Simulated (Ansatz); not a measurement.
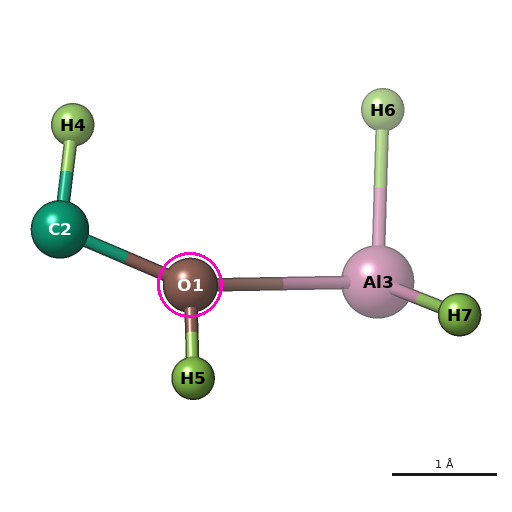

Orthographic view. Distant atoms are faded towards the background colour. The species has charge −1 and is a spin singlet. The geometry was computed by an optimisation with PBE-D4/def2-SVPD. No frequency run is at hand to confirm it as a minimum.

> Which atoms are bonded to the circled atom?

The circled atom is O1; it is bonded to C2, Al3, H5.

> Of Al3 and H7, which is nearer the viewer?

H7; the bond to Al3 points away from the viewer, so it looks shorter than its 1.67 Å.

> Which two atoms are farthest apart in space?

H4 and H7, 4.20 Å.
